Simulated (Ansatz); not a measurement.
BClGaH3

```xyz
6

B    -1.0459    0.6394   -0.6236
Ga    0.5683   -0.5974    0.0584
Cl    2.1906   -1.8585    0.7176
H    -1.9272   -0.1849   -0.6266
H    -0.5902    0.9705   -1.6908
H    -1.0548    1.4624    0.2584
```

These are results of RKS BHLYP-D4/def2-SVP (Ansatz), not measurements.

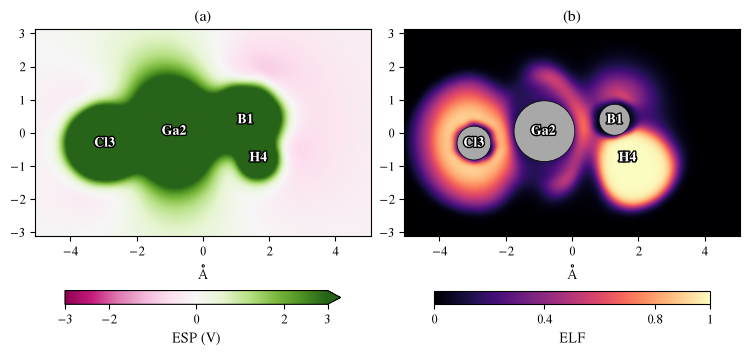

Figure 1. (a) molecular electrostatic potential; (b) ELF on the plane of atoms Ga2, B1 and H4. Grey discs cover the atomic cores in the ELF map.

### What do the fields say about this system?

The plane passes through B, Ga, Cl and H nuclei. Ga–B (2.14 Å): the ELF peaks at about 0.70 in the valence shell of B, 1.0 Å from its nucleus, and is about 0.60 at the midpoint. Ga–Cl (2.16 Å): the ELF peaks at about 0.85 in the valence shell of Cl, 0.8 Å from its nucleus, and is about 0.55 at the midpoint. B–H (1.21 Å): the ELF climbs to about 1 towards the hydrogen, as it does in any bond to H; a covalent bond by its length. The ELF also peaks beside Cl3, away from the bonds: lone-pair regions. Outside the dense part of the molecule the potential is most negative (−0.8 V) near H4, H5 and H6, which lies off the plane.

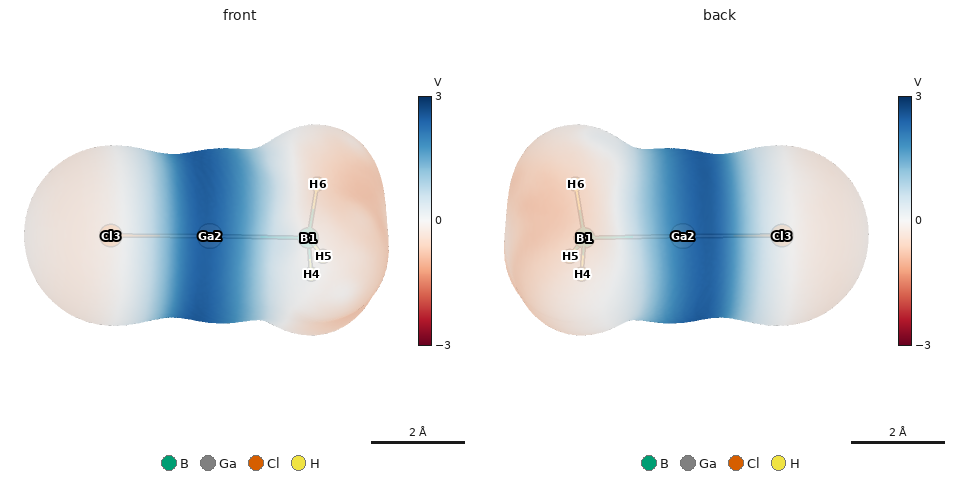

Figure 2. The molecular electrostatic potential painted on the density surface at 0.002 e/bohr³, seen from the front and from behind; the colour scale runs from red (negative) to blue (positive).

### Which sites attract a positive test charge, and which a negative one?

A positive charge is drawn to the negative regions and a negative charge to the positive ones. The most negative region (about −0.8 V) lies over H6, the most positive (about +2.5 V) over Ga2.

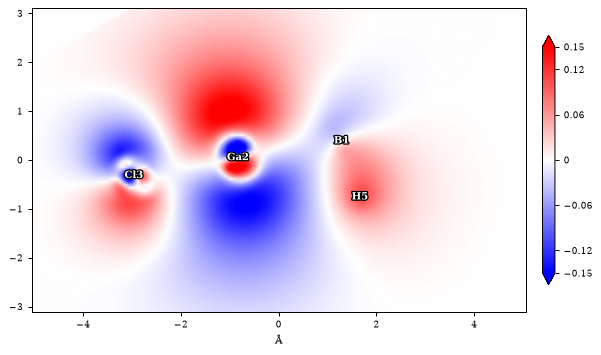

Figure 3. The LUMO on the plane of atoms Ga2, B1 and H5 (values in Å⁻³ᐟ²; the overall sign is arbitrary).

### What is the character of this orbital?

Its weight (Hirshfeld) is mainly on Ga2 (about 80 %), Cl3 (about 10 %) and B1 (about 5 %). It is one of a degenerate set, so its orientation is arbitrary. Its energy is −0.91 eV.
